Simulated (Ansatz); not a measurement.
Single-point calculation of CH3BFNO2

The run: single-point calculation of CH3BFNO2. Method and program: RKS r2SCAN/def2-TZVPP (Ansatz 0.2.0).

The geometry comes from this level: PBE0-D4/def2-TZVP. Figures and captions count atoms from 1; the log counts them from 0 in places.

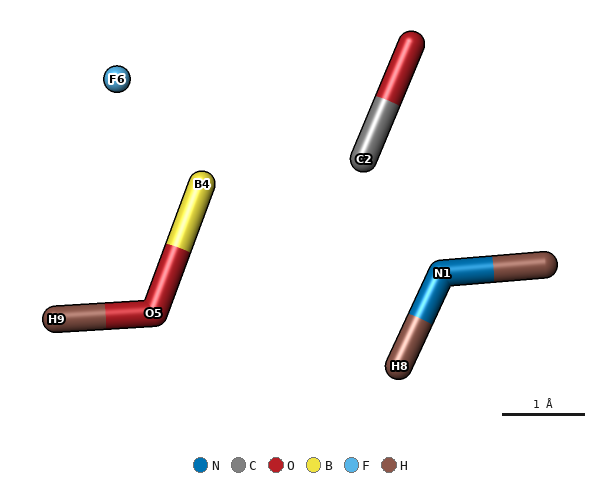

Fig. 1: The input geometry (stick view, seen on its broad side; atoms are numbered from 1 in the order of the input). Sticks are drawn by distance; a stretched bond gets none, so the picture shows separate pieces. Bond lengths as drawn: B–O 1.69 Å, C–O 1.52 Å, H–N 1.26 Å and H–O 1.20 Å.

Input:
```yaml
crystal:
  periodic: [false, false, false]
  atoms:
    - {symbol: N, position_ang: [1.228952, -1.072857, -0.906767]}
    - {symbol: C, position_ang: [1.089835, 0.247449, 0.145808]}
    - {symbol: O, position_ang: [2.290087, 1.006760, 0.690498]}
    - {symbol: B, position_ang: [-0.788368, 0.751155, 0.633971]}
    - {symbol: O, position_ang: [-2.076591, -0.137497, 0.002738]}
    - {symbol: F, position_ang: [-1.056639, 2.027717, 1.646922]}
    - {symbol: H, position_ang: [2.372432, -1.457726, -1.264459]}
    - {symbol: H, position_ang: [0.209938, -1.671608, -1.329731]}
    - {symbol: H, position_ang: [-3.159141, 0.248733, 0.359521]}
basis:
  gaussian: {orbitals: def2-TZVPP}
hamiltonian: {xc: {name: r2SCAN}}
scf: {lower_state_search: off}
output: {forces: true}
```

Run on 4 threads of Arm Neoverse V2, 23 GiB of memory available, shared host.

Run as:
```bash
ansatz run in.yaml --threads 4 --pin off --events-out ev --progress --plain --max-ram 10444MiB
```

The program's output:
```
Functional definition: r2SCAN
  name "r2SCAN"
  cite "Furness, Kaplan, Ning, Perdew & Sun, J. Phys. Chem. Lett. 11, 8208 (2020) doi:10.1021/acs.jpclett.0c02405"
  cite "Furness, Kaplan, Ning, Perdew & Sun, J. Phys. Chem. Lett. 11, 9248 (2020) doi:10.1021/acs.jpclett.0c03077"
  parent r2scan
  parameter k0 = 0.174
  parameter k1 = 0.065
  parameter a1 = 4.9479
  exchange = r2scan_x(k0 = k0, k1 = k1, a1 = a1)
  correlation = r2scan_c
these checks for a lower state are left out or cut short: stability, starts, cluster_reference, orbital_swaps, neighbouring_geometries, increment
1139 factors; their error is unknown
mean field evaluation 1: about -10041.8373 eV, gradient 8.7e1 eV
mean field evaluation 2: about -9842.4188 eV, gradient 2.6e2 eV
mean field evaluation 4: about -10050.6462 eV, gradient 5.0e1 eV
mean field evaluation 8: about -10055.5133 eV, gradient 3.3e0 eV
mean field evaluation 16: about -10055.5249 eV, gradient 5.1e-2 eV
mean field -10055.52490390 eV, -369.5337243387 hartree, gradient 7.1e-6 eV, S^2 0.000000; 0 other end points of the search recorded, 0 dependent functions left out
the calculation of the forces begins
reference -10055.52491629 eV, -369.5337247940 hartree; 23, 23 occupied and 205, 205 virtual orbitals, 1139 factors
Total energy: -10055.52491629 eV, -369.5337247940 hartree
Atom 0 at     1.228952    -1.072857    -0.906767 Å, force    -0.007927     0.830741     0.668651 eV/Å
Atom 1 at     1.089835     0.247449     0.145808 Å, force     4.787511     1.236794     0.758077 eV/Å
Atom 2 at     2.290087     1.006760     0.690498 Å, force    -8.070002    -5.296253    -3.814577 eV/Å
Atom 3 at    -0.788368     0.751155     0.633971 Å, force    -2.363404     0.563327     0.558048 eV/Å
Atom 4 at    -2.076591    -0.137497     0.002738 Å, force    -0.033538     4.508125     3.531808 eV/Å
Atom 5 at    -1.056639     2.027717     1.646922 Å, force     0.987369    -4.883608    -3.872797 eV/Å
Atom 6 at     2.372432    -1.457726    -1.264459 Å, force    -4.843451     1.748939     1.612140 eV/Å
Atom 7 at     0.209938    -1.671608    -1.329731 Å, force     4.251607     2.643849     1.882971 eV/Å
Atom 8 at    -3.159141     0.248733     0.359521 Å, force     5.291835    -1.351915    -1.324320 eV/Å
Dipole moment:    -0.623260    -0.697915    -0.520675 e Å
Checks for a lower state left out: stability, starts, cluster_reference, orbital_swaps, neighbouring_geometries, increment
```

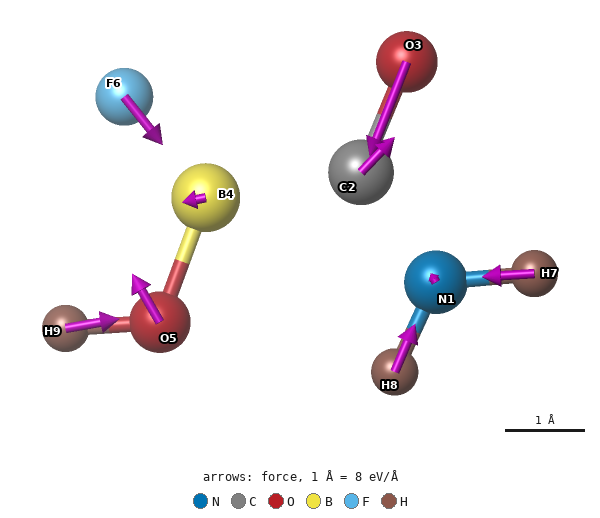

Fig. 2: Forces on the atoms as pink arrows (ball-and-stick view, seen on its broad side; atoms are numbered from 1 in the order of the input). The largest act on O3 (10.38 eV/Å); F6 (6.31 eV/Å); O5 (5.73 eV/Å); H9 (5.62 eV/Å), among others. The geometry is not a stationary point of this energy.

Key numbers:

| quantity | value |
| --- | --- |
| outcome | converged |
| total energy | −10055.5249 eV |
| largest force (length of the vector) | 10.379 eV/Å |
| dipole moment | 5.14 D |
| wall time | 2.7 s (CPU time 8.9 s) |
| peak memory | 0.41 GiB |
